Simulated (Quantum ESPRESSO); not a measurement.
## Effort and miss along a sweep of K_POINTS: Zn₃CdSe₄ (Amm2, 8 atoms in the cell)

Cell: a = 4.1395 Å, b = 7.1799 Å, c = 7.1799 Å, α = 70.49°, β = 90.00°, γ = 90.00°.

Method of the run: PBEsol, GBRV 1.5 ultrasoft (PBESOL) pseudopotentials (plane waves; Quantum ESPRESSO).

Base settings: ecutwfc = 50 Ry; ecutrho = 250 Ry; occupations = smearing; smearing = gaussian; degauss = 0.00147 Ry; potentials = {Zn: zn_pbesol_v1.uspp.F.UPF, Cd: cd_pbesol_v1.uspp.F.UPF, Se: se_pbesol_v1.uspp.F.UPF}; K_POINTS = automatic 5 3 3 0 0 0; conv_thr = 1e-11 Ry.

Misses are taken against the tightest run, automatic 11 7 7 0 0 0, which need not be fully converged itself. The energy is the free energy per atom.

The count of work is k-points × plane waves × bands × iterations; it is no time, and leaves out set-up, grids and terms that scale otherwise. Core times come from one kind of shared machine and are given to one figure; runs under 30 s give none.

The starting cell comes from a database of computed structures (which also holds hypothetical and non-ambient phases and stackings), without a prior relaxation at this level. In the base run, with a pressure of about -3 GPa the cell is away from its equilibrium volume at this level.

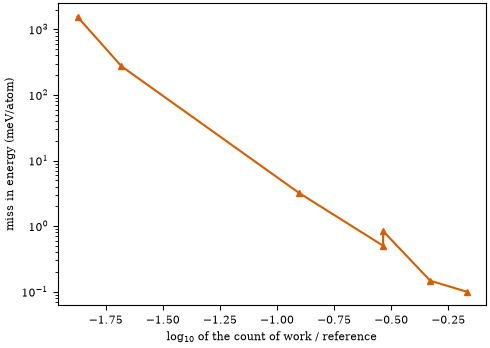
Fig. 1. Miss against the count of work; the reference run is not drawn, and misses under 0.1 meV/atom are drawn there.

```
K_POINTS                energy less reference (meV/atom)  pressure less reference (GPa)  largest difference in the force on any atom (eV/Å)  count of work / reference  core time / reference (rough)
----------------------  --------------------------------  -----------------------------  --------------------------------------------------  -------------------------  -----------------------------
automatic 1 1 1 0 0 0                            1548.55                          10.49                                               1.911                      0.013                           0.06
automatic 2 1 1 0 0 0                             274.58                           1.24                                               0.585                      0.021                           0.06
automatic 5 3 3 0 0 0                               3.20                           0.01                                               0.006                       0.12                            0.2
automatic 6 4 4 0 0 0                               0.84                           0.00                                               0.001                       0.29                            0.3
automatic 7 4 4 0 0 0                               0.50                           0.00                                               0.001                       0.29                            0.3
automatic 8 5 5 0 0 0                               0.15                           0.00                                               0.000                       0.47                            0.5
automatic 9 6 6 0 0 0                               0.05                           0.00                                               0.000                       0.68                            0.7
automatic 11 7 7 0 0 0                              0.00                           0.00                                               0.000                        1.0                              1
```

Coarsest setting among those run that, with all tighter ones, holds the energy within 2 meV/atom of the reference: automatic 6 4 4 0 0 0, off by 0.84 meV/atom; it needs 0.29 of the reference's count of work and about 0.3 of the reference's time.

Smallest miss in the energy for at most 0.1 times the reference's count of work: automatic 2 1 1 0 0 0, with a miss of 270 meV/atom at a count of 0.021.

The step from automatic 5 3 3 0 0 0 to automatic 9 6 6 0 0 0: it takes the miss in the energy from 3.2 to 0.05 meV/atom, for 5.4 times the count of work and roughly 4 times the time.
